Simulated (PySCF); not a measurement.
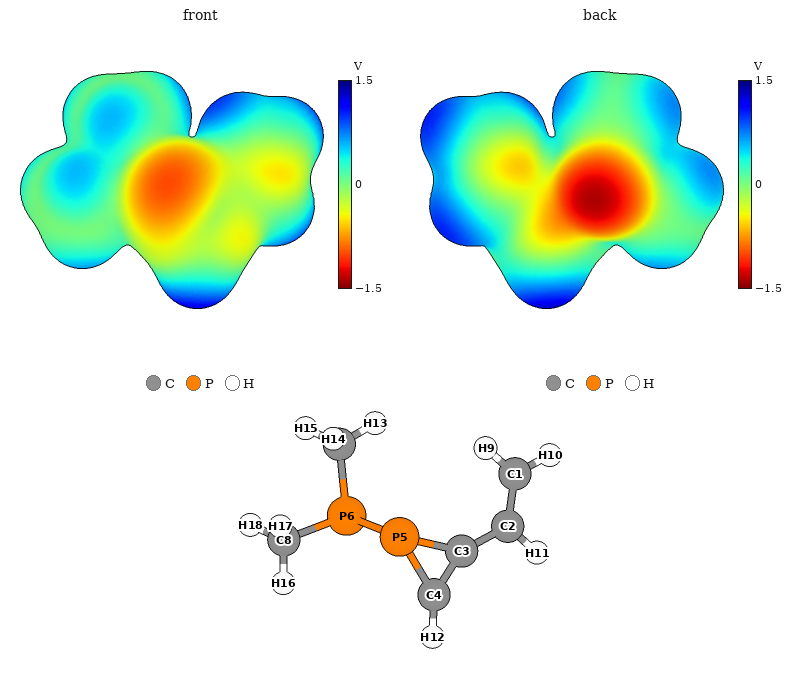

C6H10P2. The molecular electrostatic potential painted on the density surface at 0.002 e/bohr³, seen from the front and from behind; red is negative and blue positive. The bare structure is drawn below in the same view.

Geometry: GFN2-xTB.

Method: wB97X-D/def2-SVPD, SCF density, gas phase in PySCF.

```xyz
18

C     2.1407    1.7902    1.4778
C     2.5208    1.3302    0.2884
C     1.9096    0.2043   -0.3254
C     1.8141   -0.6012   -1.3578
P     0.6408   -1.1087   -0.0421
P    -1.1738   -0.0340   -0.6957
C    -1.9674    0.0875    0.9779
C    -2.1000   -1.5241   -1.3034
H     1.3470    1.3066    2.0250
H     2.6004    2.6489    1.9348
H     3.3173    1.8047   -0.2732
H     2.1829   -0.8354   -2.3310
H    -1.4828    0.8820    1.5424
H    -1.8833   -0.8510    1.5248
H    -3.0181    0.3421    0.8498
H    -1.6691   -1.8462   -2.2494
H    -2.0479   -2.3412   -0.5850
H    -3.1399   -1.2483   -1.4695
```

Describe the electrostatic potential map.

Answer. The most negative region (about −1.3 V) lies over P6, the most positive (about +1.2 V) over H12.

How polar is the molecule by this calculation?

Answer. Its dipole moment is 0.68 D.
